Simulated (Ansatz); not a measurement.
C8H18O

```xyz
27

C    -0.4618   -1.2359   -2.2258
C    -0.1671   -1.0346   -0.7445
C     1.0246   -1.9089   -0.3572
C    -1.3985   -1.4296    0.0618
O     0.1628    0.3527   -0.6805
C     0.2214    1.1637    0.4927
C     0.9954    2.3848    0.0115
C    -1.1727    1.6076    0.9333
C     0.9706    0.5330    1.6604
H    -1.3078   -0.6161   -2.5286
H    -0.6969   -2.2813   -2.4369
H     0.4053   -0.9445   -2.8215
H     1.2192   -1.8979    0.7146
H     0.8367   -2.9451   -0.6493
H     1.9207   -1.5643   -0.8771
H    -2.2605   -0.8209   -0.2162
H    -1.2382   -1.3417    1.1371
H    -1.6409   -2.4744   -0.1468
H     0.4805    2.8431   -0.8349
H     1.9950    2.0919   -0.3149
H     1.0875    3.1256    0.8087
H    -1.7316    1.9801    0.0725
H    -1.7414    0.8006    1.3937
H    -1.0922    2.4156    1.6647
H     1.9736    0.2243    1.3612
H     0.4463   -0.3290    2.0748
H     1.0683    1.2703    2.4609
```

Geometry: PBE0-D4/def2-TZVP.

Theory: RKS PBE0-D4/def2-TZVPP (Ansatz 0.2.0).

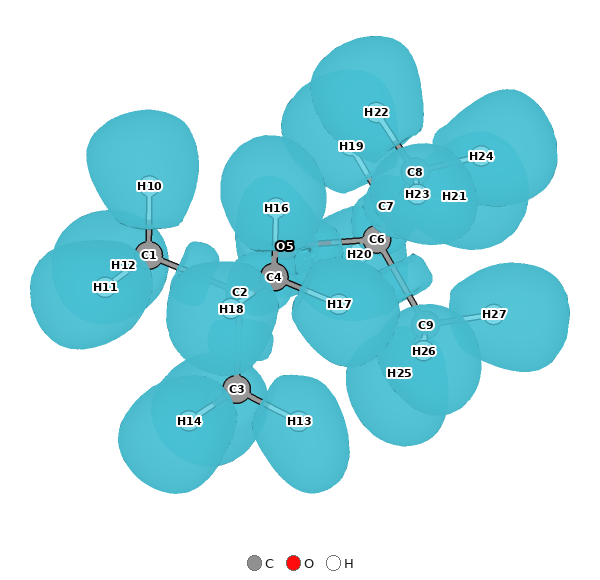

Figure 1. Isosurface of the electron localisation function at 0.75 (cyan), seen at an oblique angle. Core shells and regions of very low density are left out.

Identify the bonds, lone pairs and shells in this picture.

Answer. The ELF exceeds this value in six regions between bonded C–C atoms (shared pairs), 18 regions around hydrogen nuclei and one region on O in which the atom's valence shell and bonds are merged. Along the contacts the grid gives the following. C–O (1.43 Å): the ELF peaks at about 0.85 between the atoms: a shared but strongly polarised pair. C–C (1.52 Å): the ELF peaks at about 0.95 between the atoms, as expected for a covalent bond.

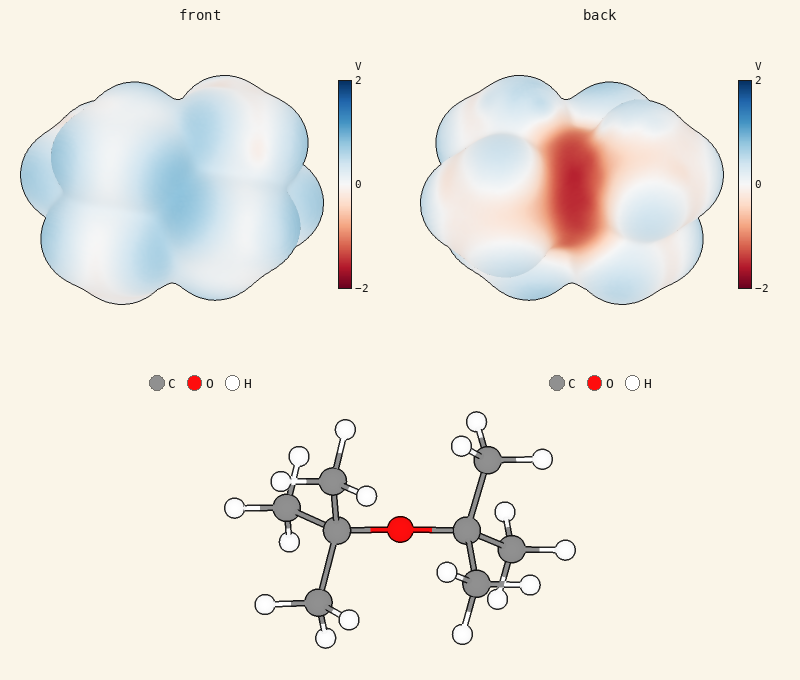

Figure 2. The molecular electrostatic potential painted on the density surface at 0.002 e/bohr³, seen from the front and from behind; red is negative and blue positive. The bare structure is drawn below in the same view.

Where is the surface potential most negative and most positive?

Answer. The most negative region (about −1.5 V) lies over O5, the most positive (about +0.8 V) over H17 and H26. O5 is the likeliest acceptor of a hydrogen bond.

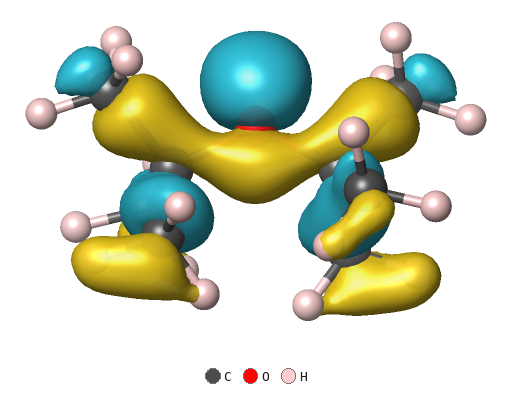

Figure 3. The HOMO−1 at ±0.1 Å⁻³ᐟ² (yellow and cyan are the two phases), seen from one side.

Where does this orbital lie, and at what energy?

Answer. Its weight (Hirshfeld) is mainly on O5 (about 40 %), C2 (about 10 %), C6 (about 10 %), C4 (about 5 %) and C9 (about 5 %). Its energy is −8.10 eV.

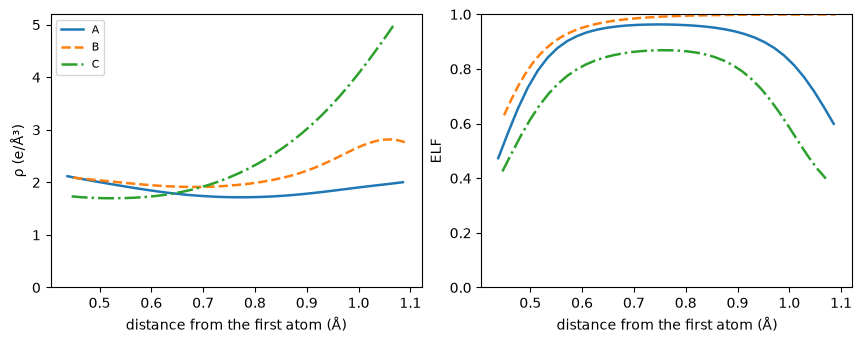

Figure 4. Electron density and ELF along straight lines between neighbouring atoms. The curves leave out the atomic cores.

Which curve belongs to which contact (C–C, C–H and C–O)? The first atom named is at distance zero.

Answer. Curve A: C–C (1.52 Å): ρ is about 1.7 e/Å³ halfway; the ELF peaks at about 0.95 between the atoms (localised, covalent bonding). Curve B: C–H (1.09 Å): the density is about 2 e/Å³ at the midpoint; the ELF climbs to about 1 towards the hydrogen, as it does in any bond to H; a covalent bond by its length. Curve C: C–O (1.43 Å): the density is about 2 e/Å³ at the midpoint, with its minimum of 1.7 e/Å³ about 0.5 Å from C; the ELF peaks at about 0.85 between the atoms, as expected for a polar covalent bond.
